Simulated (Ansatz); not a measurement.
**SiH3Cl (SiClH3) at 6 levels**

We compute a comparison of 6 runs (HF/STO-3G, B2PLYP/STO-3G, PBE/STO-3G, wB97M-V/STO-3G, CCSDTQ/STO-3G, CCSD/STO-3G) of SiH3Cl (SiClH3). 

Program for the calculation: Ansatz 0.2.0.

41 further runs of the same task are left out: 4 that didn't finish, 37 set aside as unsound or not needed.

### Step 1. The molecule

SiH3Cl: 5 atoms, total charge 0, spin state singlet. As SMILES, `[H][Si]([H])([H])Cl`. The Cl2–Si1 distance was set to 3.015 Å, away from the relaxed value. At this shape a bond of the SMILES string is far longer than usual.

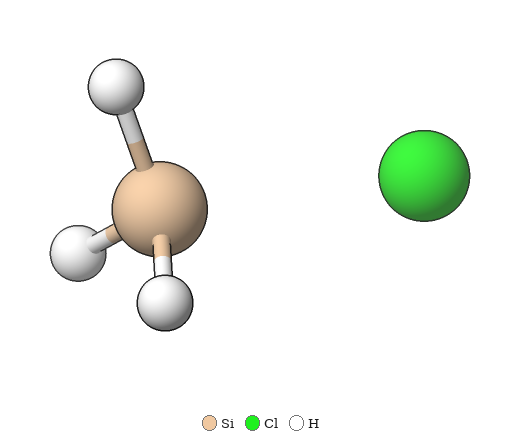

Viewed from a chosen angle; silicon light orange, chlorine green, hydrogen white.

### Step 2. A single-point energy at HF/STO-3G (run 1)

input.yaml

```yaml
crystal:
  periodic: [false, false, false]
  atoms:
    - {symbol: Si, position_ang: [-0.004910, 0.013330, -1.134436]}
    - {symbol: Cl, position_ang: [0.010690, -0.020840, 1.880630]}
    - {symbol: H, position_ang: [1.377130, 0.022600, -1.599936]}
    - {symbol: H, position_ang: [-0.705950, 1.215090, -1.571506]}
    - {symbol: H, position_ang: [-0.697750, -1.184630, -1.594866]}
basis:
  gaussian:
    orbitals: STO-3G
magnetization:
  spin_polarized: false
  initial_magnetization: 0
hamiltonian:
  xc: hf
accuracy: high
```

The run is started by

```bash
ansatz run input.yaml --threads 1 --pin off --max-ram 2610MiB --events-out events.jsonl --progress --plain --runs-dir runs
```

The program printed:

```text
Warning: RAYON_NUM_THREADS=1 ignored (pool sized by the plan → 1); use --threads N
Functional definition: HF
  name "HF"
  exchange = exact_x
  correlation = 0
344 factors; integrals over basis functions are off by at most 8.3e-9 eV
mean field evaluation 1: about -20184.0137 eV, gradient 1.3e1 eV
mean field evaluation 2: about -20184.0126 eV, gradient 1.3e1 eV
mean field evaluation 4: about -20186.2002 eV, gradient 8.9e-1 eV
mean field evaluation 8: about -20186.1994 eV, gradient 4.0e-5 eV
mean field -20186.19939851 eV, -741.8291451979 hartree, gradient 4.3e-9 eV, S^2 0.000000; 0 other end points of the search recorded, 0 dependent functions left out
reference -20186.19939851 eV, -741.8291451979 hartree; 17, 17 occupied and 4, 4 virtual orbitals, 344 factors
Total energy: -20186.19939851 eV, -741.8291451979 hartree
```

Wall time 0.1 s (1 thread of AMD EPYC 9R14 (Zen 4), shared host).

### Step 3. The energy at B2PLYP/STO-3G (run 2)

job.yaml

```yaml
crystal:
  periodic: [false, false, false]
  atoms:
    - {symbol: Si, position_ang: [-0.004910, 0.013330, -1.134436]}
    - {symbol: Cl, position_ang: [0.010690, -0.020840, 1.880630]}
    - {symbol: H, position_ang: [1.377130, 0.022600, -1.599936]}
    - {symbol: H, position_ang: [-0.705950, 1.215090, -1.571506]}
    - {symbol: H, position_ang: [-0.697750, -1.184630, -1.594866]}
basis:
  gaussian: {orbitals: STO-3G}
correlation: {frozen_orbitals: {Cl: 5, H: 0, Si: 5}}
hamiltonian: {xc: {name: B2PLYP}}
accuracy: high
```

The run is started by

```bash
ansatz run job.yaml --threads 1 --pin off --max-ram 2610MiB --events-out events.jsonl --progress --plain --runs-dir runs
```

The program printed, cut to the lines that bear on the results:

```text
Warning: RAYON_NUM_THREADS=1 ignored (pool sized by the plan → 1); use --threads N
Functional definition: B2PLYP
  name "B2PLYP"
[...]
344 factors; integrals over basis functions are off by at most 8.3e-9 eV
[...]
mean field -20209.98199593 eV, -742.7031395327 hartree, gradient 6.2e-8 eV, S^2 0.000000; 0 other end points of the search recorded, 0 dependent functions left out; unrestricted orbitals would lower it
10 core orbitals not correlated: weight in the atoms' cores, before any rotation towards them, 1.000 or more for the frozen orbitals, at most 0.000 for the correlated occupied ones
reference -20209.98201419 eV, -742.7031402035 hartree; 7, 7 occupied and 4, 4 virtual orbitals, 344 factors
second order -2.35142199 eV of doubles, -0.00000000 eV of singles
Total energy: -20210.61689812 eV, -742.7264717579 hartree
```

Run time: 0.93 s. Hardware: 1 thread of AMD EPYC 9R14 (Zen 4), shared host; peak memory 0.12 GiB.

### Step 4. A single-point energy at PBE/STO-3G (run 3)

run.yaml

```yaml
crystal:
  periodic: [false, false, false]
  atoms:
    - {symbol: Si, position_ang: [-0.004910, 0.013330, -1.134436]}
    - {symbol: Cl, position_ang: [0.010690, -0.020840, 1.880630]}
    - {symbol: H, position_ang: [1.377130, 0.022600, -1.599936]}
    - {symbol: H, position_ang: [-0.705950, 1.215090, -1.571506]}
    - {symbol: H, position_ang: [-0.697750, -1.184630, -1.594866]}
basis:
  gaussian:
    orbitals: STO-3G
total_charge: 0
hamiltonian:
  xc: pbe
accuracy: high
```

The run is started by

```bash
ansatz run run.yaml --threads 1 --pin off --max-ram 2610MiB --events-out events.jsonl --progress --plain --runs-dir runs
```

The program printed:

```text
Warning: RAYON_NUM_THREADS=1 ignored (pool sized by the plan → 1); use --threads N
Functional definition: PBE
  name "PBE"
  parameter kappa = 0.804
  parameter beta = 0.06672455060314922
  exchange = pbe_x(kappa = kappa, mu = beta*pi^2/3)
  correlation = pbe_c(beta = beta)
344 factors; integrals over basis functions are off by at most 8.3e-9 eV
mean field evaluation 1: about -20204.9538 eV, gradient 2.3e1 eV
mean field evaluation 2: about -20187.0178 eV, gradient 3.3e1 eV
mean field evaluation 4: about -20208.7961 eV, gradient 8.7e0 eV
mean field evaluation 8: about -20208.7963 eV, gradient 8.7e0 eV
mean field evaluation 16: about -20209.3093 eV, gradient 9.9e-8 eV
mean field -20209.30934548 eV, -742.6784200846 hartree, gradient 9.9e-8 eV, S^2 0.000000; 0 other end points of the search recorded, 0 dependent functions left out
reference -20209.30934734 eV, -742.6784201527 hartree; 17, 17 occupied and 4, 4 virtual orbitals, 344 factors
Total energy: -20209.30934734 eV, -742.6784201527 hartree
```

It took 0.77 s on 1 thread of AMD EPYC 9R14 (Zen 4), shared host.

Runs 4 to 5 aren't shown in full; the table further down has their settings and results.

### Step 5. The energy at CCSD/STO-3G (run 6)

run.yaml

```yaml
crystal:
  periodic: [false, false, false]
  atoms:
    - symbol: Si
      position_ang: [-0.004910, 0.013330, -1.134436]
    - symbol: Cl
      position_ang: [0.010690, -0.020840, 1.880630]
    - symbol: H
      position_ang: [1.377130, 0.022600, -1.599936]
    - symbol: H
      position_ang: [-0.705950, 1.215090, -1.571506]
    - symbol: H
      position_ang: [-0.697750, -1.184630, -1.594866]
basis:
  gaussian: {orbitals: STO-3G}
correlation: {method: ccsd, frozen_orbitals: {Cl: 5, H: 0, Si: 5}}
accuracy: high
scf: {omitted_lower_state_checks: [cluster_reference, increment]}
```

The run is started by

```bash
ansatz run run.yaml --threads 1 --pin off --max-ram 2610MiB --events-out events.jsonl --progress --plain --runs-dir runs
```

The program printed, cut to the lines that bear on the results:

```text
Warning: RAYON_NUM_THREADS=1 ignored (pool sized by the plan → 1); use --threads N
[... 2 set-up lines as earlier in the session ...]
[...]
344 factors; integrals over basis functions are off by at most 8.3e-9 eV
[...]
mean field -20186.19939851 eV, -741.8291451979 hartree, gradient 4.3e-9 eV, S^2 0.000000; 0 other end points of the search recorded, 0 dependent functions left out; unrestricted orbitals would lower it
10 core orbitals not correlated: weight in the atoms' cores, before any rotation towards them, 1.000 or more for the frozen orbitals, at most 0.000 for the correlated occupied ones
reference -20186.19939851 eV, -741.8291451979 hartree; 7, 7 occupied and 4, 4 virtual orbitals, 344 factors
second order -1.59965623 eV of doubles, -0.00000000 eV of singles
cycle   1  -2.02020747 eV  change   -4.2e-1 eV  update   1.2e-1
[...]
cycle  26  -2.50119242 eV  change  -5.9e-10 eV  update  3.3e-10
Total energy: -20188.70059093 eV, -741.9210623240 hartree
Checks for a lower state left out: cluster_reference, increment
```

It took 0.14 s on 1 thread of AMD EPYC 9R14 (Zen 4), shared host.

### Step 6. The series

```
run           level  frozen core orbitals  energy (Eh)  wall time
  1       HF/STO-3G                     –  -741.829145      0.1 s
  2   B2PLYP/STO-3G                    10  -742.726472     0.93 s
  3      PBE/STO-3G                     –  -742.678420     0.77 s
  4  wB97M-V/STO-3G                     –  -743.098688      7.5 s
  5   CCSDTQ/STO-3G                    10  -741.923032      2.8 s
  6     CCSD/STO-3G                    10  -741.921062     0.14 s
```

### Step 7. Results

```
                                           quantity          value
                                run 6: total energy  -741.92106 Eh
run 6: correlation energy (10 core orbitals frozen)      -91.9 mEh
                               run 6: T1 diagnostic          0.039
```

What this shows: Below the HF energy at the same shape and in the same basis (STO-3G): CCSDTQ -93.9 mEh; CCSD -91.9 mEh. Totals of different functionals can't be ranked against each other. In run 6 the T1 diagnostic is large, so a single reference may not serve. In runs 2, 5, 6 the log says that unrestricted orbitals would lower the reference, so the values rest on an unstable closed-shell determinant (other closed-shell runs at this shape may share the fault). In runs 1, 2, 3, 4, 5, 6 the basis is minimal, so the values are rough. All runs together took 12 s, the longest 7.5 s.
